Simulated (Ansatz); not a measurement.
**BHLYP/STO-3G run of BF3 (boron trifluoride)**

What is the electronic atomisation energy of BF3 (boron trifluoride) at BHLYP/STO-3G? 

The calculation is run with Ansatz 0.2.0.

35 further runs of the same task are left out: 2 that didn't finish, 33 set aside as unsound or not needed.

### 1 Starting point

BF3 has 4 atoms, charge 0, and is taken as a singlet. As SMILES, `FB(F)F`. The coordinates come from a GFN2-xTB relaxation.

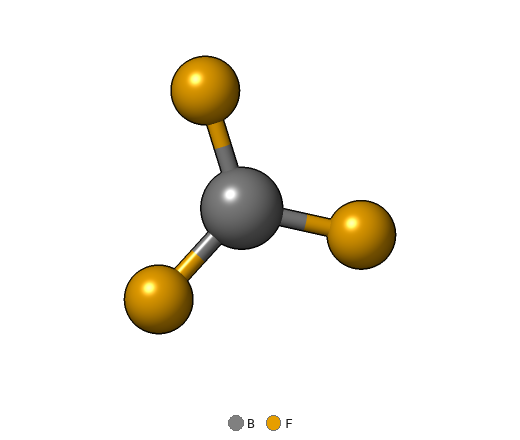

Viewed from a chosen angle; boron grey, fluorine amber.

### 2 The energy at BHLYP/STO-3G

Input file input.yaml:

```yaml
crystal:
  periodic: [false, false, false]
  atoms:
    - {symbol: B, position_ang: [0.000110, 0.000040, -0.000210]}
    - {symbol: F, position_ang: [1.300290, -0.027650, 0.013460]}
    - {symbol: F, position_ang: [-0.626240, 1.139760, -0.017260]}
    - {symbol: F, position_ang: [-0.674160, -1.112140, 0.004010]}
basis:
  gaussian: {orbitals: STO-3G}
accuracy: high
hamiltonian: {xc: {name: BHLYP}}
```

Run with:

```bash
$ ansatz run input.yaml --threads 1 --pin off --max-ram 2610MiB --events-out events.jsonl --progress --plain --runs-dir runs
```

Standard output:

```text
Warning: RAYON_NUM_THREADS=1 ignored (pool sized by the plan → 1); use --threads N
Functional definition: BHLYP
  name "BHLYP"
  parameter a = 0.5
  exchange = (1 - a)*b88_x + a*exact_x
  correlation = lyp_c
366 factors; integrals over basis functions are off by at most 3.2e-8 eV
mean field evaluation 1: about -8700.5167 eV, gradient 2.4e1 eV
mean field evaluation 2: about -8701.9480 eV, gradient 1.3e1 eV
mean field evaluation 4: about -8702.4423 eV, gradient 3.7e-2 eV
mean field evaluation 8: about -8702.4806 eV, gradient 2.1e-4 eV
mean field evaluation 16: about -8702.4806 eV, gradient 3.0e-8 eV
mean field -8702.48063766 eV, -319.8102646806 hartree, gradient 3.0e-8 eV, S^2 0.000000; 0 other end points of the search recorded, 0 dependent functions left out
reference -8702.48065002 eV, -319.8102651349 hartree; 16, 16 occupied and 4, 4 virtual orbitals, 366 factors
Total energy: -8702.48065002 eV, -319.8102651349 hartree
```

Run time: 1.1 s. Hardware: 1 thread of Arm Neoverse V1, shared host; peak memory 0.092 GiB.

### 3 The B atom

Input file run.yaml:

```yaml
basis:
  gaussian:
    orbitals: STO-3G
crystal:
  periodic: [false, false, false]
  atoms:
    - symbol: B
      position_ang: [0.000000, 0.000000, 0.000000]
total_charge: 0
magnetization:
  spin_polarized: true
  initial_magnetization: 1
hamiltonian:
  xc: {name: BHLYP}
accuracy: high
```

Run with:

```bash
$ ansatz run run.yaml --threads 1 --pin off --max-ram 2610MiB --events-out events.jsonl --progress --plain --runs-dir runs
```

Standard output:

```text
Warning: RAYON_NUM_THREADS=1 ignored (pool sized by the plan → 1); use --threads N
[... 5 set-up lines as earlier in the session ...]
15 factors; integrals over basis functions are off by at most 8.9e-10 eV
mean field evaluation 1: about -660.5278 eV, gradient 2.7e-7 eV
mean field evaluation 2: about -660.5278 eV, gradient 7.1e-7 eV
mean field evaluation 4: about -660.5278 eV, gradient 2.0e-8 eV
mean field -660.52782368 eV, -24.2739497985 hartree, gradient 0.0e0 eV, S^2 0.750000; 0 other end points of the search recorded, 0 dependent functions left out
reference -660.52783587 eV, -24.2739502463 hartree; 3, 2 occupied and 2, 3 virtual orbitals, 15 factors
Total energy: -660.52783587 eV, -24.2739502463 hartree
```

Run time: 0.18 s. Hardware: 1 thread of Arm Neoverse V1, shared host.

### 4 The F atom

run.yaml, as its differences from that of step 3:

```diff
@@ -6,5 +6,4 @@
   atoms:
-    - symbol: B
+    - symbol: F
       position_ang: [0.000000, 0.000000, 0.000000]
-total_charge: 0
 magnetization:
```

Run the same way, it converges to -98.27228 Eh (log not shown).

### 5 Outcome

Level: BHLYP/STO-3G.

| quantity | value |
| --- | --- |
| molecule: total energy | -319.81027 Eh |
| B atom: total energy | -24.27395 Eh |
| B atom: ⟨S²⟩ | 0.750 |
| F atom: total energy | -98.27228 Eh |
| F atom: ⟨S²⟩ | 0.750 |
| electronic atomisation energy | 19.578 eV |

**Reading.** Taking the molecule apart into free atoms costs 19.58 eV (451 kcal/mol), before zero-point energy and without spin-orbit coupling. In a minimal basis such a difference can be off by several eV, whatever the method.
